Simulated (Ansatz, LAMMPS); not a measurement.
**Convergence of a linear-scaling basis for amorphous trans-polyacetylene (as short chains C28H32) at 250 K (540 atoms)**

Wanted: errors and times of a linear-scaling basis for amorphous trans-polyacetylene (as short chains C28H32) at 250 K (540 atoms). A setting counts as converged where the r.m.s. difference of forces stays under 1 % of the r.m.s. force.

Calculated with Ansatz 0.2.0; Kohn-Sham DFT, PBE+D3(BJ), PAW (set soft_2), plane waves.

**1. The structure**

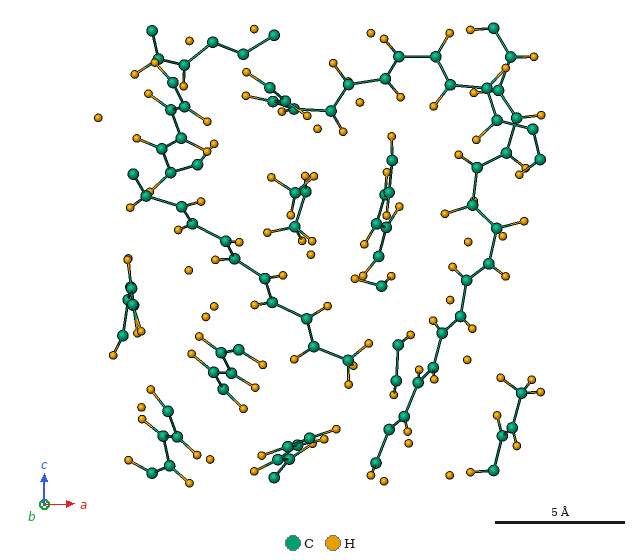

Start, viewed in part; carbon teal, hydrogen orange. Drawn is a slice 6 Å thick, seen along the normal of the ac plane. Bonds to atoms that aren't drawn are left out.

The cell holds 540 atoms: 252 C and 288 H. Its edges and angles: a = 17.234 Å, b = 17.234 Å, c = 17.234 Å, α = 90.0°, β = 90.0°, γ = 90.0°. 9 trans-polyacetylene chains of 13 units with methyl end groups placed at random, at 1.08 g/cm³; overlaps pushed apart, then 20 ps at 800 K with MMFF94 bonds, angles, torsions, charges and radii (Halgren, J. Comput. Chem. 17, 490 (1996)) in harmonic and 12-6 forms. Snapshot after 30 ps at 250 K and fixed volume.

What the set-up can't give: The network of contacts between molecules at the start is that of the classical potential that made the cell, and needn't be the one that DFT or experiment would give. The density was typed from a rule of thumb and may lie off the real one at this temperature. Sampling is at Γ alone, for a cell whose shortest periodic width is 17 Å.

**2. The classical run that made the cell**

A classical potential supplies the starting structure, since it reaches far longer times than DFT.

This step: classical MD, MMFF94 bonds, angles, torsions, charges and radii (Halgren, J. Comput. Chem. 17, 490 (1996)) in harmonic and 12-6 forms; charges of ions scaled by 0.8 (LAMMPS 22 Jul 2025 - Update 4).

The input, in.lmp:

```
# amorphous trans-polyacetylene
units real
atom_style full
boundary p p p
bond_style harmonic
angle_style harmonic
dihedral_style opls
improper_style harmonic
special_bonds lj 0 0 0.5 coul 0 0 0.75
read_data data.lmp
neigh_modify delay 0 every 1 check yes one 4000
comm_modify cutoff 12.0
timestep 0.5
thermo_style custom step time temp pe press density
thermo_modify norm yes
# push overlapping molecules apart
pair_style soft 2.6
pair_coeff * * 0.0
variable a equal ramp(1,60)
fix ad all adapt 1 pair soft a * * v_a
velocity all create 800 419225 mom yes dist gaussian
fix lim all nve/limit 0.03
fix lan all langevin 800 800 50 419226 zero yes
thermo 1000
run 3000 post no
unfix ad
pair_style lj/cut/coul/long 9.0
pair_modify mix arithmetic tail yes
pair_coeff 1 1 0.0678 3.3680   # C
pair_coeff 2 2 0.0678 3.5860   # C
pair_coeff 3 3 0.0216 2.5400   # H
kspace_style pppm 1.0e-4
thermo 100
minimize 1e-5 1e-3 300 3000
# [... 15 lines left out ...]
compute msd all msd com yes
thermo 7500
fix md all nvt temp 250 250 100
run 30000 post no
print "== T250: mean square displacement over the hold $(c_msd[4]:%.2f) A^2"
unfix md
uncompute msd
write_dump all custom T250.dump id type xs ys zs modify sort id
```

Command:

```sh
mpirun -np 2 lmp -in in.lmp -log none -nocite
```

Numbers of over 12 decimals in the logs are rounded to 6 here.

What it wrote:

```text
LAMMPS (22 Jul 2025 - Update 4)
Reading data file ...
  orthogonal box = (0 0 0) to (17.23445 17.23445 17.23445)
  540 atoms
  orthogonal box = (0 0 0) to (17.23445 17.23445 17.23445)
  531 bonds
  810 angles
  1008 dihedrals
  234 impropers
   Step          Time           Temp          PotEng         Press         Density
         0   0              800            0.60002657    -4902.4307      1.0759998
      1000   500            614.99956      2.5690641      34076.636      1.0759998
      2000   1000           635.62901      2.6287909      37065.377      1.0759998
      3000   1500           623.8702       2.5507127      46570.099      1.0759998
Loop time of 0.791239 s on 2 MPI rank(s) for 3000 steps with 540 atoms
PPPM initialization ...
  G vector (1/distance) = 0.24294
  grid = 6 6 6
  estimated relative force accuracy = 5.6925944e-05
   Step          Time           Temp          PotEng         Press         Density
      3000   1500           623.8702       2.6826453      48788.769      1.0759998
      3100   1550           623.8702      -0.022192484    29080.06       1.0759998
      3200   1600           623.8702      -0.099388156    27844.784      1.0759998
      3300   1650           623.8702      -0.13197584     26862.256      1.0759998
Loop time of 0.897639 s on 2 MPI rank(s) for 300 steps with 540 atoms
[... 2 lines left out ...]
  Energy initial, next-to-last, final =
      2.68264533389147 -0.131689574139086 -0.131975841766053
  Force two-norm initial, final = 1364.6973 17.642859
  Iterations, force evaluations = 300 601
   Step          Time           Temp          PotEng         Press         Density
         0   0              800           -0.13197584     29389.205      1.0759998
      1000   500            624.42439      1.7792326      31272.614      1.0759998
      2000   1000           637.13958      1.6153162      24301.392      1.0759998
Loop time of 2.12928 s on 2 MPI rank(s) for 2000 steps with 540 atoms
   Step          Time           Temp          PotEng         Press         Density
      2000   1000           637.13958      1.6153162      24301.392      1.0759998
[... 5 lines left out ...]
Loop time of 23.2733 s on 2 MPI rank(s) for 20000 steps with 540 atoms
   Step          Time           Temp          PotEng         Press         Density
[... 4 lines left out ...]
Loop time of 22.3033 s on 2 MPI rank(s) for 20000 steps with 540 atoms
   Step          Time           Temp          PotEng         Press         Density
[... 2 lines left out ...]
     52500   51500          251.66738      0.43534598     11836.903      1.0759998
     60000   59000          249.97192      0.38220782     13600.909      1.0759998
     67500   66500          270.95801      0.32988286     18267.902      1.0759998
     72000   71000          255.09375      0.3827127      11433.298      1.0759998
Loop time of 32.3754 s on 2 MPI rank(s) for 30000 steps with 540 atoms
== T250: mean square displacement over the hold 0.36 A^2
```

Run time: 82 s. Hardware: 2 MPI ranks of Arm Neoverse V2, shared host; peak memory 0.14 GiB.

The input also reads data.lmp (atoms, bonds and types; not printed here).

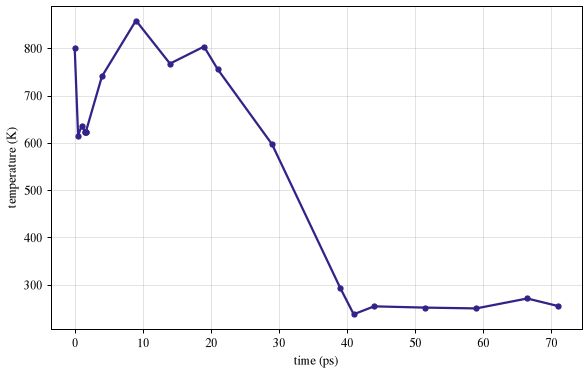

Temperature, plotted against time.

**3. Plane-wave single point**

This run is the reference for what follows, at a cutoff of 420 eV.

The input, input.yaml:

```yaml
crystal:
  lattice:
    - [17.23445, 0.0, 0.0]
    - [0.0, 17.23445, 0.0]
    - [0.0, 0.0, 17.23445]
  atoms:
    - { symbol: C, position: [0.94014, 0.45846, 0.19706] }
    - { symbol: C, position: [0.92032, 0.4765, 0.11716] }
    - { symbol: C, position: [0.90288, 0.54747, 0.09291] }
    - { symbol: C, position: [0.88499, 0.57034, 0.01277] }
    - { symbol: C, position: [0.9217, 0.54491, 0.94972] }
    - { symbol: C, position: [0.89504, 0.5585, 0.87308] }
    - { symbol: C, position: [0.93374, 0.52705, 0.81312] }
    - { symbol: C, position: [0.91194, 0.54407, 0.73265] }
    - { symbol: C, position: [0.84414, 0.5194, 0.70235] }
    - { symbol: C, position: [0.83308, 0.50913, 0.61837] }
    - { symbol: C, position: [0.88704, 0.49988, 0.56621] }
    - { symbol: C, position: [0.86794, 0.48241, 0.48788] }
    - { symbol: C, position: [0.8206, 0.52427, 0.44686] }
    - { symbol: C, position: [0.80598, 0.51022, 0.36675] }
    - { symbol: C, position: [0.76831, 0.56402, 0.32455] }
    - { symbol: C, position: [0.74731, 0.55254, 0.24771] }
    - { symbol: C, position: [0.71739, 0.61182, 0.20905] }
    - { symbol: C, position: [0.68526, 0.60075, 0.1332] }
    - { symbol: C, position: [0.65545, 0.66384, 0.09872] }
    - { symbol: C, position: [0.62568, 0.6619, 0.02331] }
    - { symbol: C, position: [0.62028, 0.72663, 0.98172] }
    - { symbol: C, position: [0.58403, 0.72489, 0.90375] }
    - { symbol: C, position: [0.58211, 0.7836, 0.85107] }
    - { symbol: C, position: [0.55095, 0.77623, 0.77254] }
    - { symbol: C, position: [0.51522, 0.71437, 0.74413] }
    - { symbol: C, position: [0.49577, 0.70382, 0.66496] }
    - { symbol: C, position: [0.4657, 0.63674, 0.6401] }
    - { symbol: C, position: [0.43997, 0.62384, 0.56185] }
    - { symbol: H, position: [0.9796, 0.40811, 0.20379] }
    - { symbol: H, position: [0.89137, 0.43585, 0.23406] }
    - { symbol: H, position: [0.96654, 0.50842, 0.22285] }
    - { symbol: H, position: [0.9272, 0.42372, 0.0808] }
    [... 502 atom lines left out ...]
    - { symbol: H, position: [0.08358, 0.87656, 0.42667] }
    - { symbol: H, position: [0.01956, 0.87166, 0.59929] }
    - { symbol: H, position: [0.15747, 0.94764, 0.52106] }
    - { symbol: H, position: [0.11037, 0.93944, 0.69444] }
    - { symbol: H, position: [0.20326, 0.90697, 0.66551] }
    - { symbol: H, position: [0.17557, 0.00615, 0.64951] }
kpoints:
  mp_grid: { grid: [1, 1, 1] }
hamiltonian:
  xc: pbe
  dispersion: d3bj
scf:
  occupations: { method: gaussian, width: 0.05 }
output:
  forces: true
  stress: true
  populations: true
  dos:
    method: { smearing: { sigma: 0.1 } }
    de: 0.1
    projected: { site_lists: { C: [C], H: [H] } }
  eigenvalues: true
  write_density: true
  write_potential: true
  volumetric_format: npy
```

Command:

```sh
ansatz run input.yaml --threads 8 --pin off --max-ram 15872MiB --backend cpu --events-out ev --progress --plain --runs-dir out
```

What it wrote:

```text
Engine: ansatz 0.2.0, aarch64-unknown-linux-gnu
Pseudopotentials: kind: paw
Pseudopotential: C, paw, valence charge 4, recommended cutoff 420 eV (normal), C.paw.azcp
Pseudopotential: H, paw, valence charge 1, recommended cutoff 420 eV (normal), H.paw.azcp
[... 5 lines on functional and potentials left out ...]
Crystal: 540 atoms, lattice volume = 5119.084 Å³
Basis set: ecut = 420 eV, 100137 PW (Γ), exchange–correlation on 240×240×240 points (8 copies of the dense FFT grid, shifted against one another)
Bands: 1188, of which v1, the nominal top of the filled ones, is band 648 counted from 1 (647 counted from 0)
Symmetry: 1 space group operations
Space group: P1 (ITA 1), of the structure as read, at distance tolerance 1.7e-4 Å
k-points: 1
[... 5 lines on functional and potentials left out ...]
Initial density: superposition of atomic densities (neutral atoms: chi_scale 0, normalization atom), corrected by the library's trained network
Initial wavefunctions: pseudopotential atomic-orbital guess
Functional: x = pbe(κ = 0.804, μ = 0.219515), c = pbe(β = 0.066725)
SCF iter   1: F=—  HF=-67810.353136 eV  |F-HF|=—  |Δ(HF+E_count)|=         —  Δρ=5.36e-3  dr2=1.74e0  ethr=1.77e-3  ⟨swp⟩=5.0  Hψ=4780  notcnv=0  defer=496
preconditioner: auto → Resta (q_TF=auto, 2.170 Å⁻¹)  ε∞=2.5  [insulator: Δε(μ)=1.036 eV  Ē_g=15.103 eV  σ=0.050 eV  W_gap=1.00  n_scr=894 (ndim 8)  ℏωp=18.7 eV  f_vac=0.124  D(μ)=0.00/eV (n_scr^D=0)  ε∞_Penn≈2.5]
SCF iter   2: F=—  HF=-67810.106992 eV  |F-HF|=—  |Δ(HF+E_count)|=   2.46e-1  Δρ=2.78e-3  dr2=3.47e-1  ethr=1.34e-4  ⟨swp⟩=3.0  Hψ=2015  notcnv=0  defer=523
SCF iter   3: F=—  HF=-67810.131524 eV  |F-HF|=—  |Δ(HF+E_count)|=   2.45e-2  Δρ=1.29e-3  dr2=1.45e-1  ethr=2.68e-5  ⟨swp⟩=2.0  Hψ=1211  notcnv=0  defer=523
SCF iter   4: F=—  HF=-67810.124935 eV  |F-HF|=—  |Δ(HF+E_count)|=   6.59e-3  Δρ=4.24e-4  dr2=1.42e-2  ethr=1.12e-5  ⟨swp⟩=2.0  Hψ=1272  notcnv=0  defer=523
SCF iter   5: F=—  HF=-67810.127298 eV  |F-HF|=—  |Δ(HF+E_count)|=   2.36e-3  Δρ=1.93e-4  dr2=3.37e-3  ethr=1.10e-6  ⟨swp⟩=2.0  Hψ=1291  notcnv=0  defer=523
SCF iter   6: F=—  HF=-67810.127929 eV  |F-HF|=—  |Δ(HF+E_count)|=   6.31e-4  Δρ=7.01e-5  dr2=4.16e-4  ethr=2.60e-7  ⟨swp⟩=3.0  Hψ=1304  notcnv=0  defer=523
SCF iter   7: F=—  HF=-67810.128150 eV  |F-HF|=—  |Δ(HF+E_count)|=   2.21e-4  Δρ=3.08e-5  dr2=7.33e-5  ethr=3.21e-8  ⟨swp⟩=2.0  Hψ=1136  notcnv=0  defer=523
SCF iter   8: F=—  HF=-67810.128698 eV  |F-HF|=—  |Δ(HF+E_count)|=   5.48e-4  Δρ=1.33e-5  dr2=1.29e-5  ethr=5.65e-9  ⟨swp⟩=2.0  Hψ=1816  notcnv=0  defer=531
SCF iter   9: F=—  HF=-67810.128703 eV  |F-HF|=—  |Δ(HF+E_count)|=   5.26e-6  Δρ=4.97e-6  dr2=1.94e-6  ethr=9.95e-10  ⟨swp⟩=2.0  Hψ=1286  notcnv=0  defer=531
SCF iter  10: F=—  HF=-67810.128704 eV  |F-HF|=—  |Δ(HF+E_count)|=   9.89e-7  Δρ=2.44e-6  dr2=5.79e-7  ethr=1.50e-10  ⟨swp⟩=2.0  Hψ=1243  notcnv=0  defer=531
SCF iter  11: F=-67810.128704 eV  HF=-67810.128704 eV  |F-HF|=2.91e-8  |Δ(HF+E_count)|=   1.28e-7  Δρ=8.88e-7  dr2=5.51e-8  ethr=7.72e-12  ⟨swp⟩=18.0  Hψ=11050  notcnv=0
SCF 1 converged in 11 iterations: F = -67810.128704 eV  dr2 = 5.51e-8
  greatest PAW one-centre occupation: 0.703 electrons in one spin orbital (limit 2), on the C atom at site 316 (counted from 0), in its partial waves of l = 0
SCF converged after 11 iterations
Free energy (F): -67810.128704 eV
Harris-Foulkes:  -67810.128704 eV  (|F-HF|=2.91e-8)
Internal energy: -67810.128704 eV  (E = F + TS)
E sigma→0 (E₀):  -67810.128704 eV
Fermi energy:    1.960981 eV
--- Per-component energies (eV) ---
  E_band       = -8340.366995
  E_kinetic    = 27012.434626
  E_local      = -67570.000720  (includes V_loc(G=0)·N_el)
  E_nonlocal   = 7477.997899
  E_hartree    = 22503.771884
  E_xc         = -14703.750546
  E_vxc        = -18322.193851  (∫ρ·V_xc dr)
  E_paw        = -25222.868596  (= ΣΔE_a)
  E_vpaw       = -1945.749458  (= ΣTr[D̂ρ^β])
  E_aug_tail   = -0.397111  (compensation charges beyond the density's cutoff)
  E_ewald      = -17270.633656
  E_disp       = -36.682484  (pairwise vdW)
  E_smearing   = -0.000000  (= −TS)
  E_closure    = 0.000000  (closes the sum)
  Σ components = -67810.128704   (vs F -67810.128704, Δ=0.00e0)
--- Forces (eV/Å), atoms counted from 1 ---
  atom   1  C     -0.17930541    -1.45897843     1.64257743
  atom   2  C      0.47562727    -1.51305797    -0.44147477
  atom   3  C     -0.73349836     1.84970324    -0.64072789
  atom   4  C     -0.25511460    -0.17244718     1.46172975
  atom   5  C     -0.43627480    -0.17713617    -0.40814444
  atom   6  C      0.33064810    -0.51758476     0.16394764
  atom   7  C     -0.95037570     1.76327878    -1.16575481
  atom   8  C     -0.57070896    -1.53820091     1.31966016
  atom   9  C      2.26103648     0.92425517    -2.91733082
  atom  10  C     -3.04666829     1.10951757     2.44398314
  atom  11  C      2.00114907    -1.07221588    -0.83882412
  atom  12  C      2.69767592    -1.75099581     1.12944575
  atom  13  C     -2.13368367     2.21742318    -1.46831152
  atom  14  C     -0.56793868     1.68562560     1.82687666
[...]
atom 539  H      0.54839267    -0.06547385     0.11454071
  atom 540  H      0.11802722    -0.61686870     0.26481379
  max |Σ_I F_I| component: 1.02e-4 eV/Å
--- Stress (GPa, compression-positive) ---
        2.583827       0.048583      -0.042270
        0.048583       4.845103      -1.389222
       -0.042270      -1.389223       6.993851
  P = ⅓ Tr σ = 4.8076 GPa (48.076 kbar)
--- Band table (eV) ---
  k-point 0: bands = ["-15.5596", "-15.5425", "-15.5025", "-15.4664", [... 1172 levels ...], "12.3355", "12.3543", "12.3660", "12.3754", "12.3858", "12.3982", "12.4120", "12.4237", "12.4435", "12.4522", "12.4533", "12.4773"]
--- Löwdin populations: 540 sites ---
  site symbol       q [e]
     0      C      4.4404
     1      C      4.1103
     2      C      4.1334
[...]
539      H      0.8087
  spilling = 0.012227 (of n_electrons = 1296.000000)
```

Run time: 3.8 min. Hardware: 8 threads of Arm Neoverse V2, shared host; peak memory 10 GiB; 29 min of CPU time.

The program notes that it cut back its work space to fit the memory limit.

Read from the output:

```
free energy                                      : -67810.1287 eV
free energy per atom                             : -125.5743 eV/atom
SCF cycles                                       : 11
pressure                                         : 4.808 GPa
r.m.s. force component                           : 0.9148 eV/Å
longest force                                    : 4.698 eV/Å
Fermi energy                                     : 1.961 eV
gap (highest filled to lowest empty level) : 1.141 eV
spilling of the projection                       : 0.01223
```

Neighbours are counted within 1.34 Å (H-C), 1.85 Å (C-C).

Length of the force by element and coordination:

```csv
element,coordination,atoms,mean length of the force (eV/Å),spread,least,most
C,all,252,1.81,0.917,0.280,4.70
C,3,234,1.82,0.930,0.280,4.70
C,4,18,1.60,0.689,0.501,2.92
H,all,288,0.906,0.539,0.0818,3.16
```

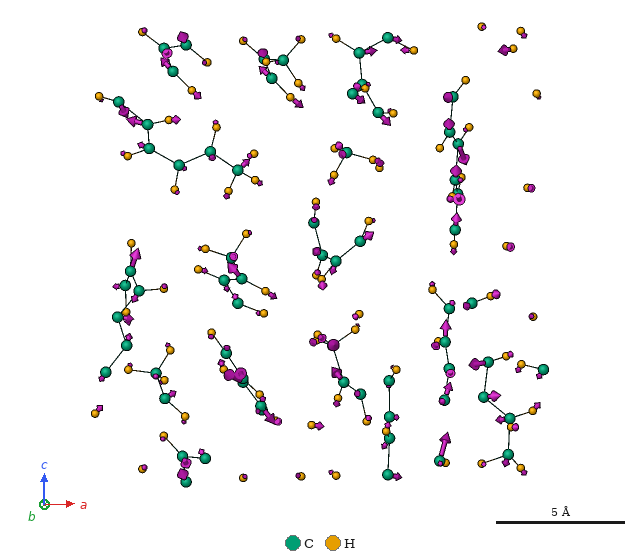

Forces as arrows; the longest in the cell is 4.70 eV/Å. Drawn is a slice 4 Å thick, seen along the normal of the ac plane. Bonds to atoms that aren't drawn are left out.

Löwdin charges by element and coordination (they lack the spilled electrons, 0.029 e an atom on average):

```csv
element,coordination,atoms,mean charge (e),spread,least,most
C,all,252,-0.144,0.0855,-0.470,-0.0868
C,3,234,-0.121,0.0123,-0.167,-0.0868
C,4,18,-0.450,0.0106,-0.470,-0.431
H,all,288,0.181,0.0112,0.151,0.213
```

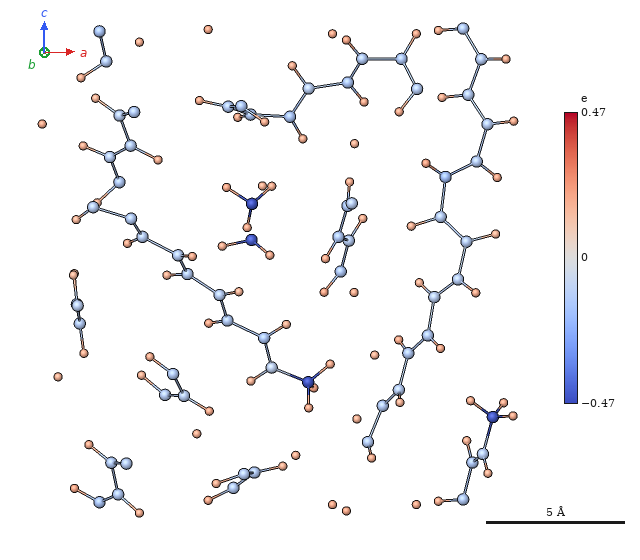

Atoms coloured by Löwdin charge. Drawn is a slice 4 Å thick, seen along the normal of the ac plane. Bonds to atoms that aren't drawn are left out.

States in the cell by windows of 1 eV, zero at the Fermi level; the larger projections on atomic orbitals stand beside the total:

```csv
from (eV),to (eV),total,C p,H s
-10,-9,75.5,39.5,19.7
-9,-8,74.1,58.3,11.9
-8,-7,93.0,70.7,17.0
-7,-6,137.3,97.9,33.9
-6,-5,171.9,123.1,44.9
-5,-4,162.0,126.3,33.3
-4,-3,59.8,55.0,4.2
-3,-2,37.5,35.7,1.4
-2,-1,40.8,39.1,1.2
-1,0,16.5,16.0,0.3
0,1,18.1,17.2,0.4
1,2,39.0,36.1,1.4
2,3,38.2,31.9,2.8
3,4,103.2,57.9,19.5
4,5,115.2,50.6,26.1
```

Between -18 and -10 eV lie 428 more states.

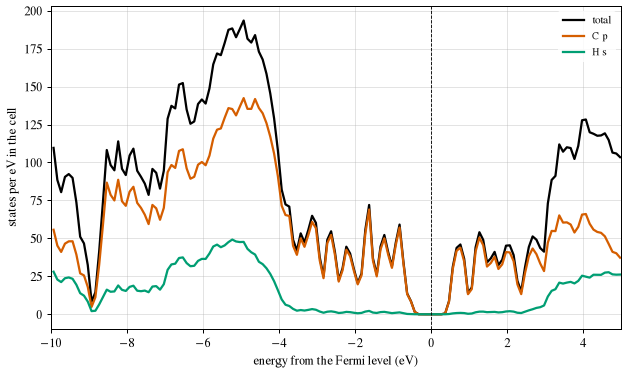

Total and projected density of states, with the broadening of the input.

The levels nearest the highest filled one (over half full), pooled over k-points and spins:

```csv
level less the highest filled one (eV),occupation
-0.266,2
-0.255,2
-0.225,2
-0.193,2
-0.185,2
0,2
1.14,0
1.18,0
1.22,0
1.27,0
1.33,0
1.34,0
```

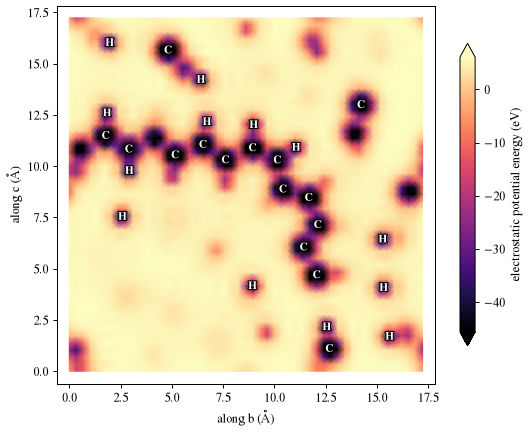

Electrostatic potential energy in the bc plane at fractional x = 0.058, with atoms of C and H within 0.2 Å of it. With pseudopotentials it is smooth inside the atoms' cores, unlike the true potential. The map starts off the cell's origin, so that atoms lie inside it.

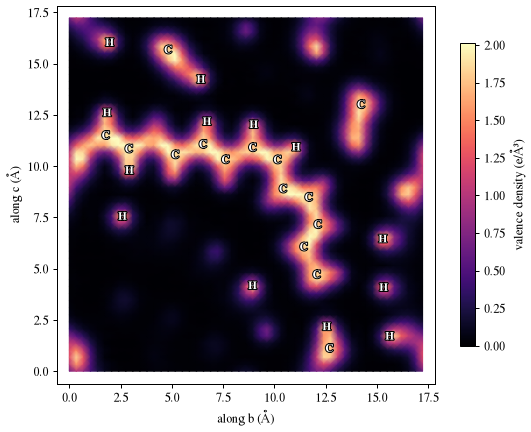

Valence density in the bc plane at fractional x = 0.058, with atoms of C and H within 0.2 Å of it. It is the smooth field of the valence electrons, not physical close to the nuclei. The map starts off the cell's origin, so that atoms lie inside it.

Mean Löwdin charges: C -0.14, H +0.18 e (they miss 1.2 % of the electrons, so they add up to more than the cell's charge). The largest share in the top eV of filled states is C p (97 % of the projected weight), and in the lowest eV of empty states C p (96 % of the projected weight).

(Continued in part 2 of 2.)

[Logs are printed without paths, hosts, clocks, repeated set-up lines and the standing remarks that a program may print on its own settings, such as how far it seeks lower states.]

[Hosts, paths, dates, database ids (printed as entryN), source tags and the programs' standing remarks are cut or masked in the printed files.]

[The MMFF94 radii named for the starting cell were scaled by 0.96; in molecules described by MMFF94, hydrogen bound to N, O or S took a small fixed 12-6 site in their place.]
